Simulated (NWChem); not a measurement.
# One shape, several levels: CH4ClN3Si (SMILES N#C[Si](N)(N)Cl)

We compute a comparison of 3 runs (HF/STO-3G, HF/3-21G, B3LYP/6-31G*) of CH4ClN3Si. 

The calculation is run with NWChem 7.3.0.

## 1. The molecule

CH4ClN3Si has 10 atoms, charge 0, and is taken as a singlet. As SMILES, `N#C[Si](N)(N)Cl`. The coordinates come from a PBE0-D4/def2-TZVP relaxation. This is one conformer, not always the lowest.

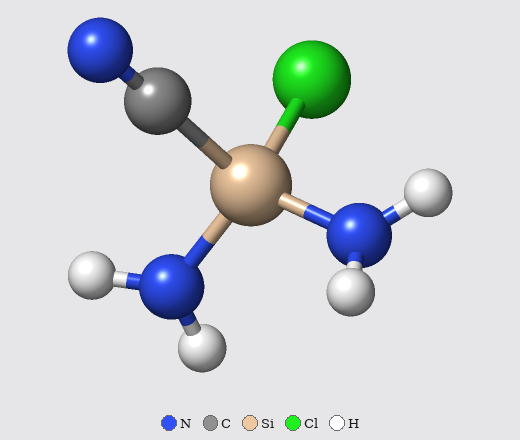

The structure, seen from a chosen angle (nitrogen blue, carbon grey, silicon light orange, chlorine green, hydrogen white).

## 2. Energy and gradient at HF/STO-3G (run 1)

Input file job.nw:

```
start job
title "CH4ClN3Si"
memory total 2200 mb
geometry units angstroms noautosym nocenter noautoz
N        1.198600      -1.733800       2.107600
C        0.627800      -1.041000       1.386000
Si      -0.254000       0.085300       0.202300
N       -0.529600      -0.896200      -1.139300
N        0.585300       1.471900      -0.259700
Cl      -1.874400       0.750400       1.265700
H       -0.957700      -0.529300      -1.973600
H       -0.666800      -1.888500      -1.038800
H        0.542200       2.316900       0.284000
H        1.411800       1.413200      -0.831300
end
basis spherical bse
* library STO-3G
end
scf
thresh 1e-08
maxiter 80
end
task scf gradient
```

Launch:

```console
$ nwchem job.nw > job.out
```

Log:

```text
[...]
  functions       =    42
[...]
  wavefunction    = RHF
[...]
         Total SCF energy =   -941.234603048971
      One-electron energy =  -1990.256411307010
      Two-electron energy =    703.333568874893
 Nuclear repulsion energy =    345.688239383145
        Time for solution =      4.5s
[...]
                         RHF ENERGY GRADIENTS
    atom               coordinates                        gradient
                 x          y          z           x          y          z
   1 N       2.265026  -3.276407   3.982786   -0.004921   0.007263  -0.006963
   2 C       1.186370  -1.967205   2.619160    0.007914  -0.015546   0.012497
   3 Si     -0.479990   0.161194   0.382292   -0.025145   0.018859   0.000736
   4 N      -1.000799  -1.693572  -2.152965   -0.002400  -0.007529  -0.005455
   5 N       1.106057   2.781488  -0.490762    0.007186   0.004490  -0.000135
   6 Cl     -3.542102   1.418050   2.391826    0.018194  -0.006379  -0.007884
   7 H      -1.809791  -1.000232  -3.729563    0.003994  -0.001009   0.006954
   8 H      -1.260069  -3.568748  -1.963047    0.002972   0.007306   0.000397
   9 H       1.024609   4.378306   0.536682   -0.001649  -0.006899  -0.003807
  10 H       2.667915   2.670561  -1.570929   -0.006145  -0.000556   0.003659
[...]
```

Wall time 6.6 s (1 thread of Intel Xeon Platinum 8488C (Sapphire Rapids), shared host); peak memory 0.1 GiB.

## 3. Energy and forces at HF/3-21G (run 2)

Input file ch4cln3si.nw:

```
start ch4cln3si
memory stack 880 mb heap 220 mb global 1100 mb

geometry units atomic noautosym nocenter noautoz
   N    2.26502573  -3.27640715   3.98278678
   C    1.18637006  -1.96720490   2.61916041
   Si  -0.47999044   0.16119364   0.38229160
   N   -1.00079896  -1.69357255  -2.15296497
   N    1.10605670   2.78148788  -0.49076187
   Cl  -3.54210265   1.41805048   2.39182636
   H   -1.80979071  -1.00023204  -3.72956348
   H   -1.26006938  -3.56874779  -1.96304750
   H    1.02460950   4.37830646   0.53668222
   H    2.66791534   2.67056096  -1.57092933
end

basis spherical bse
   N library 3-21G
   C library 3-21G
   Si library 3-21G
   Cl library 3-21G
   H library 3-21G
end

scf
   thresh 1e-08
   maxiter 80
end

task scf gradient
```

Launch:

```console
$ nwchem ch4cln3si.nw > ch4cln3si.out
```

Log:

```text
[...]
  functions       =    70
[...]
  wavefunction    = RHF
[...]
         Total SCF energy =   -947.244244953279
      One-electron energy =  -1994.048151184135
      Two-electron energy =    701.115691589857
 Nuclear repulsion energy =    345.688214641000
        Time for solution =      4.8s
[...]
                         RHF ENERGY GRADIENTS
    atom               coordinates                        gradient
                 x          y          z           x          y          z
   1 N       2.265026  -3.276407   3.982787    0.013400  -0.015093   0.016432
   2 C       1.186370  -1.967205   2.619160   -0.017796   0.018909  -0.022981
   3 Si     -0.479990   0.161194   0.382292   -0.029772   0.015695   0.010784
   4 N      -1.000799  -1.693573  -2.152965    0.020396   0.016018   0.015356
   5 N       1.106057   2.781488  -0.490762   -0.019817  -0.019693  -0.005978
   6 Cl     -3.542103   1.418050   2.391826    0.036424  -0.013824  -0.022310
   7 H      -1.809791  -1.000232  -3.729563   -0.005211   0.001586  -0.000844
   8 H      -1.260069  -3.568748  -1.963048   -0.004357  -0.002466   0.002741
   9 H       1.024610   4.378306   0.536682    0.001285  -0.000087   0.005849
  10 H       2.667915   2.670561  -1.570929    0.005449  -0.001045   0.000952
[...]
```

Run time: 6.9 s. Hardware: 1 thread of Intel Xeon Platinum 8488C (Sapphire Rapids), shared host; peak memory 0.1 GiB.

## 4. Energy and gradient at B3LYP/6-31G(d) (Cartesian functions) (run 3)

Input file geom.xyz:

```xyz
10

N      1.198600    -1.733800     2.107600
C      0.627800    -1.041000     1.386000
Si    -0.254000     0.085300     0.202300
N     -0.529600    -0.896200    -1.139300
N      0.585300     1.471900    -0.259700
Cl    -1.874400     0.750400     1.265700
H     -0.957700    -0.529300    -1.973600
H     -0.666800    -1.888500    -1.038800
H      0.542200     2.316900     0.284000
H      1.411800     1.413200    -0.831300
```

Input file geom.nw:

```
start geom
memory total 2200 mb
geometry units angstrom noautosym nocenter noautoz
 load geom.xyz
end
basis cartesian
 * library 6-31G*
end
dft
 xc b3lyp
 grid fine
 convergence energy 1e-08
 maxiter 100
 mulliken
 print low
end
task dft gradient
```

Launch:

```console
$ nwchem geom.nw > geom.out
```

Log:

```text
[...]
 d= 0,ls=0.0,diis     1   -954.4466602777 -1.30D+03  1.45D-02  1.20D+00     3.7
[...]
 d= 0,ls=0.0,diis    11   -954.5643604425 -2.78D-09  2.46D-07  1.25D-09    31.0
         Total DFT energy =     -954.564360442520
      One electron energy =    -2001.441783646915
           Coulomb energy =      778.123448270437
    Exchange-Corr. energy =      -76.934264449188
 Nuclear repulsion energy =      345.688239383146
[...]
      Total Density - Mulliken Population Analysis
     ---------------------------------------------
    Atom       Charge   Shell Charges
 -----------   ------   -------------------------------------------------------
    1 N    7     7.33   1.99  0.85  2.26  1.07  1.19 -0.02
    2 C    6     5.90   1.99  0.74  1.98  0.59  0.62 -0.01
    3 Si  14    13.28   2.00  1.99  5.96  0.98  1.72  0.01  0.30  0.31
    4 N    7     7.82   1.99  0.77  2.57  0.80  1.66  0.02
    5 N    7     7.83   1.99  0.77  2.57  0.80  1.67  0.02
    6 Cl  17    17.24   2.00  1.99  5.97  1.45  3.66  0.55  1.65 -0.03
    7 H    1     0.65   0.50  0.15
    8 H    1     0.65   0.50  0.15
    9 H    1     0.65   0.50  0.15
   10 H    1     0.65   0.50  0.15
[...]
                         DFT ENERGY GRADIENTS
    atom               coordinates                        gradient
                 x          y          z           x          y          z
   1 N       2.265026  -3.276407   3.982786   -0.014175   0.017153  -0.017793
   2 C       1.186370  -1.967205   2.619160    0.012685  -0.015491   0.015991
   3 Si     -0.479990   0.161194   0.382292   -0.005037   0.005477  -0.004415
   4 N      -1.000799  -1.693572  -2.152965   -0.000961   0.002620   0.004743
   5 N       1.106057   2.781488  -0.490762   -0.000459  -0.004795   0.002438
   6 Cl     -3.542102   1.418050   2.391826    0.009291  -0.003974  -0.005554
   7 H      -1.809791  -1.000232  -3.729563    0.002303  -0.001809   0.004398
   8 H      -1.260069  -3.568748  -1.963047    0.000791   0.005160  -0.000243
   9 H       1.024609   4.378306   0.536682   -0.000188  -0.004694  -0.002365
  10 H       2.667915   2.670561  -1.570929   -0.004251   0.000354   0.002799
[...]
```

Wall time 42 s (1 thread of Intel Xeon Platinum 8488C (Sapphire Rapids), shared host); peak memory 0.13 GiB.

## 5. All runs side by side

| run | level | Cartesian functions | iteration cap | energy (Eh) | dipole moment (D) | HOMO energy (eV) | LUMO energy (eV) | wall time |
| --- | --- | --- | --- | --- | --- | --- | --- | --- |
| 1 | HF/STO-3G | no | 80 | -941.234603 | 3.74 | -9.72 | 8.24 | 6.6 s |
| 2 | HF/3-21G | no | 80 | -947.244245 | 4.32 | -11.86 | 4.00 | 6.9 s |
| 3 | B3LYP/6-31G* (Cartesian functions) | yes | 100 | -954.564360 | – | – | – | 42 s |

## 6. Summary of results

```
                       quantity          value
            run 3: total energy  -954.56436 Eh
run 3: largest force on an atom     1.465 eV/Å
```

In words: In run 1 the basis is minimal, so the values are rough. All runs together took 56 s, the longest 42 s.
